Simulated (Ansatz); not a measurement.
# Direct or indirect: Cs2MgS2 (I4/mmm)

Space group I4/mmm (No. 139). a = 5.076 Å, b = 5.076 Å, c = 17.244 Å, α = 90.00°, β = 90.00°, γ = 90.00°
```json
{"atom": "Cs", "site": "4e", "symmetry": "4mm", "x": "0.5000", "y": "0.5000", "z": "0.1645"}
{"atom": "S", "site": "4e", "symmetry": "4mm", "x": "0.5000", "y": "0.5000", "z": "0.3689"}
{"atom": "Mg", "site": "2a", "symmetry": "4/mmm", "x": "0.0000", "y": "0.0000", "z": "0.0000"}
```

Method: Ansatz, PBE, independent particles, without spin-orbit coupling, line width 0.15 eV (Gaussian). The band structure gives a fundamental gap of 1.75 eV. The spectrum of vertical transitions near the edge:

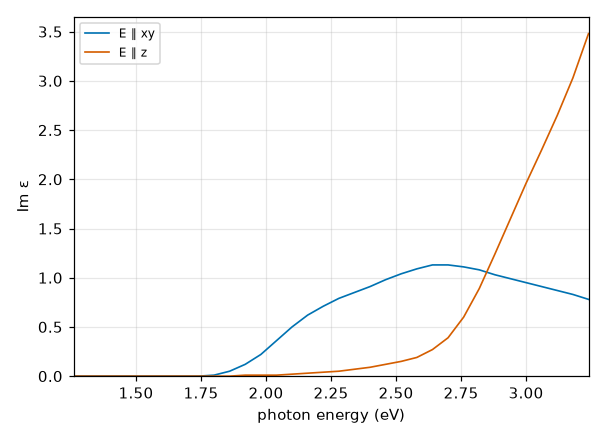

**Question.** Is the gap direct or indirect, and about where do vertical transitions set in?

**Answer.** Direct: the band path has its least direct gap at the fundamental one, 1.75 eV, and the curves rise from there. Lines are broadened by 0.15 eV, which spreads the edge.

Cells made by substitution are models, which may or may not match a known phase.

[Logs are printed without paths, hosts, clocks, repeated set-up lines and the standing remarks that a program may print on its own settings, such as how far it seeks lower states.]
